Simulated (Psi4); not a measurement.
# SnNH4Cl (SMILES [NH2][SnH2][Cl]): B2PLYP/def2-TZVPP (density fitting, core potential, density fitting for correlation, sweep point 4)

What is the vertical ionisation energy of SnNH4Cl at B2PLYP/def2-TZVPP (density fitting, core potential, density fitting for correlation, sweep point 4)? 

The calculation is run with Psi4 1.11.

## (1) The molecule

SnNH4Cl: 7 atoms, total charge 0, spin state singlet. As SMILES, `[NH2][SnH2][Cl]`. The shape is that of a PBE0-D4/def2-TZVP optimisation. This is one conformer, not always the lowest.

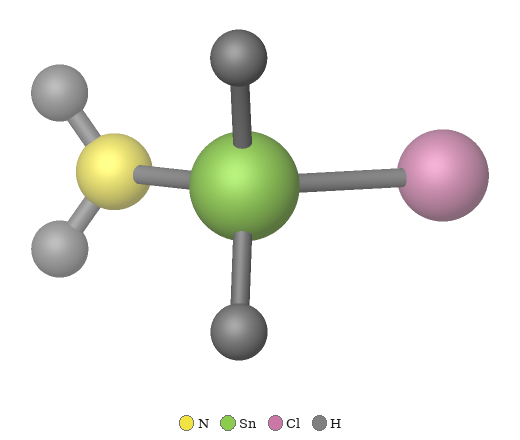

Viewed from a chosen angle; nitrogen yellow, tin green, chlorine pink, hydrogen grey.

## (2) The energy at B2PLYP/def2-TZVPP (density fitting, core potential, density fitting for correlation, sweep point 4)

calc.inp reads:

```
memory 1600 mb

molecule {
  0 1
  N     -0.972800    -0.020100    -0.835200
  Sn     0.562300     0.041400     0.449100
  Cl     0.846400    -2.133500     1.251000
  H     -1.803500     0.485500    -0.566500
  H     -0.756400     0.165200    -1.803000
  H      0.172800     0.976800     1.814600
  H      2.012400     0.416800    -0.355700
  units angstrom
  symmetry c1
}

set basis def2-TZVPP
set puream true
set scf_type df
set dft_radial_points 99
set dft_spherical_points 590
set num_frozen_docc 10

energy("b2plyp")
print_variables()
```

Command:

```sh
$ psi4 -n 1 calc.inp calc.out
```

calc.out:

```text
[...]
    !!!  WARNING: ECP capability is in beta. Please check occupations closely.  !!!
[...]
  Running in c1 symmetry.
[...]
  Nuclear repulsion =  186.923705781262044
[...]
  Multiplicity = 1
[...]
  Nalpha       = 25
  Nbeta        = 25
[...]
    Number of basis functions: 179
[...]
 WARNING: Atomic UHF is not converging! Try casting from a smaller basis or call Rob at CCMST.
   -------------------------
[...]
   @DF-RKS iter   1:  -730.78367785888292   -1.33271e+00   4.99735e-03 DIIS/ADIIS
[...]
   @DF-RKS iter   8:  -731.10943560490978   -1.65672e-07   7.87526e-07 DIIS
[...]
    Orbital Energies [Eh]
    ---------------------
    Doubly Occupied:
       1A   -102.876297     2A    -14.826422     3A     -9.882593
       4A     -7.520479     5A     -7.517239     6A     -7.517194
       7A     -5.443585     8A     -3.723645     9A     -3.720298
      10A     -3.720143    11A     -1.182028    12A     -1.178459
      13A     -1.175562    14A     -1.171388    15A     -1.170267
      16A     -0.955311    17A     -0.897119    18A     -0.591202
      19A     -0.559240    20A     -0.443679    21A     -0.413448
      22A     -0.409164    23A     -0.361597    24A     -0.355547
      25A     -0.327933
[...]
  @DF-RKS Final Energy:  -731.10943560490978
   => Energetics <=
    Nuclear Repulsion Energy =            186.9237057812620435
    One-Electron Energy =               -1461.5519856005896600
    Two-Electron Energy =                 569.7320113897609417
    DFT Exchange-Correlation Energy =     -26.2131671753431199
    Empirical Dispersion Energy =           0.0000000000000000
    VV10 Nonlocal Energy =                  0.0000000000000000
    Total Energy =                       -731.1094356049097769
[...]
 Multipole Moments:
 ------------------------------------------------------------------------------------
     Multipole            Electronic (a.u.)      Nuclear  (a.u.)        Total (a.u.)
 ------------------------------------------------------------------------------------
 L = 1.  Multiply by 2.5417464519 to convert [e a0] to [Debye]
 Dipole X            :          8.2134896           -8.3750827           -0.1615931
 Dipole Y            :         27.4806188          -26.1362595            1.3443592
 Dipole Z            :         -0.1363168           -0.3481298           -0.4844466
 Magnitude           :                                                    1.4380899
[...]
```

Run time: 15 s. Hardware: 1 thread of Intel Xeon 6975P-C (Granite Rapids), shared host; peak memory 1 GiB.

## (3) The doublet cation

clh4nsn.inp reads:

```
memory 1600 MB

molecule mol {
  1 2
  N     -0.972800    -0.020100    -0.835200
  Sn     0.562300     0.041400     0.449100
  Cl     0.846400    -2.133500     1.251000
  H     -1.803500     0.485500    -0.566500
  H     -0.756400     0.165200    -1.803000
  H      0.172800     0.976800     1.814600
  H      2.012400     0.416800    -0.355700
  symmetry c1
}

set {
  reference uks
  puream true
  scf_type df
  dft_radial_points 99
  dft_spherical_points 590
  num_frozen_docc 10
  maxiter 100
}

e_tot, wfn = energy("b2plyp/def2-TZVPP", return_wfn=True)
```

Command:

```sh
$ psi4 -n 1 clh4nsn.inp clh4nsn.out
```

clh4nsn.out:

```text
[...]
    !!!  WARNING: ECP capability is in beta. Please check occupations closely.  !!!
[...]
  Running in c1 symmetry.
[...]
  Nuclear repulsion =  186.923705781262044
[...]
  Multiplicity = 2
[...]
  Nalpha       = 25
  Nbeta        = 24
[...]
    Number of basis functions: 179
[...]
 WARNING: Atomic UHF is not converging! Try casting from a smaller basis or call Rob at CCMST.
   -------------------------
[...]
   @DF-UKS iter   1:  -730.40164205501958   -9.50674e-01   4.87400e-03 ADIIS/DIIS
[...]
   @DF-UKS iter  20:  -730.71913754216598   -9.70763e-08   2.33178e-07 DIIS
[...]
   @S^2 Observed:                7.607447977E-01
[...]
    Orbital Energies [Eh]
    ---------------------
    Alpha Occupied:
       1A   -103.230482     2A    -14.999502     3A    -10.232624
       4A     -7.884132     5A     -7.865451     6A     -7.862722
       7A     -5.655526     8A     -3.938143     9A     -3.931687
      10A     -3.929433    11A     -1.397937    12A     -1.388658
      13A     -1.388469    14A     -1.382161    15A     -1.380049
      16A     -1.239065    17A     -1.122105    18A     -0.814005
      19A     -0.737711    20A     -0.722497    21A     -0.685379
      22A     -0.681060    23A     -0.614190    24A     -0.606484
      25A     -0.501081
    Alpha Virtual:
[...]
  @DF-UKS Final Energy:  -730.71913754216598
   => Energetics <=
    Nuclear Repulsion Energy =            186.9237057812620435
    One-Electron Energy =               -1449.3057864816878464
    Two-Electron Energy =                 557.7186213349782520
    DFT Exchange-Correlation Energy =     -26.0556781767184269
    Empirical Dispersion Energy =           0.0000000000000000
    VV10 Nonlocal Energy =                  0.0000000000000000
    Total Energy =                       -730.7191375421659814
  UHF NO Occupations:
  HONO-2 :   23  A 1.9981216
  HONO-1 :   24  A 1.9977976
[...]
 Multipole Moments:
 ------------------------------------------------------------------------------------
     Multipole            Electronic (a.u.)      Nuclear  (a.u.)        Total (a.u.)
 ------------------------------------------------------------------------------------
 L = 1.  Multiply by 2.5417464519 to convert [e a0] to [Debye]
 Dipole X            :          8.6273872           -8.3750827            0.2523045
 Dipole Y            :         26.0018586          -26.1362595           -0.1344009
 Dipole Z            :          0.5947929           -0.3481298            0.2466631
 Magnitude           :                                                    0.3775762
[...]
```

It took 46 s on 1 thread of Intel Xeon 6975P-C (Granite Rapids), shared host; peak memory 1 GiB.

## (4) Results

At B2PLYP/def2-TZVPP (density fitting, core potential, density fitting for correlation, sweep point 4), 10 core orbitals frozen:

```
                                                                quantity          value
                                           singlet SnNH4Cl: total energy  -731.34894 Eh
                      singlet SnNH4Cl: HOMO energy (SCF part's orbitals)       -8.92 eV
                      singlet SnNH4Cl: LUMO energy (SCF part's orbitals)        0.69 eV
                    singlet SnNH4Cl: HOMO–LUMO gap (SCF part's orbitals)        9.62 eV
                                            doublet cation: total energy  -730.94980 Eh
doublet cation: HOMO energy (SCF part's orbitals) (highest over α and β)      -13.62 eV
 doublet cation: LUMO energy (SCF part's orbitals) (lowest over α and β)      -11.59 eV
                                                    doublet cation: ⟨S²⟩          0.761
                      vertical ionisation energy (to the doublet cation)      10.861 eV
```

The vertical ionisation energy comes to 10.86 eV (1048 kJ/mol). −ε(HOMO) before ionisation, 8.92 eV, is 1.94 eV below this ionisation energy.
